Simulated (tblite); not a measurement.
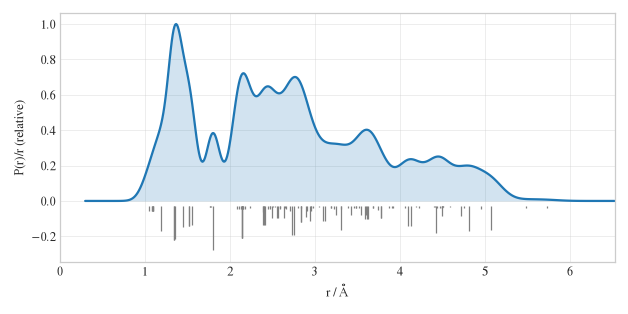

Simulated gas electron diffraction: radial distribution curve of C6H6F3S (charge -1, ignored in the scattering factors). Each pair of atoms contributes with weight ZᵢZⱼ/r (bars below the curve); damping constant 0.002 Å²; vibrational amplitudes assumed, not computed: 0.05 Å for bonds, 0.078 Å for bonds to H, 0.06 + 0.015 r up to 0.15 Å for other pairs. The geometry is the end point of an optimisation (GFN2-xTB geometry optimisation, gas phase in tblite); it may be a saddle point or a higher isomer.

Assign the first 8 clear peaks of the radial distribution curve (– bonded, ··· not bonded).

Answer. Peak 1, 1.37 Å: C–C 1.20–1.52 Å (×4), F–C 1.35–1.36 Å (×3), not resolved; in its flanks C–H 1.05–1.10 Å, C–C 1.56 Å
Peak 2, 1.81 Å: S–C 1.80 Å
Peak 3, 2.16 Å: C···H 2.08–2.25 Å (×9), F···F 2.14 Å (×3), not resolved
Peak 4, 2.45 Å: F···C 2.39–2.42 Å (×3), C···C 2.40–2.57 Å (×4), not resolved
Peak 5, 2.77 Å: C···C 2.64–2.90 Å (×2), S···H 2.71–2.95 Å (×3), S···C 2.74–2.76 Å (×2), F···C 2.84–2.94 Å (×3), not resolved; in its flanks F···C 3.09–3.12 Å, S···C 3.31 Å
Peak 6, 3.61 Å: C···C 3.43–3.61 Å (×3), F···C 3.60–3.78 Å (×5), not resolved
Peak 7, 4.13 Å: F···H 4.06–4.23 Å (×2), S···C 4.10–4.13 Å (×2), not resolved
Peak 8, 4.45 Å: C···H 4.40–4.59 Å (×5), S···F 4.43 Å, F···H 4.44–4.50 Å (×4), F···C 4.50 Å, not resolved
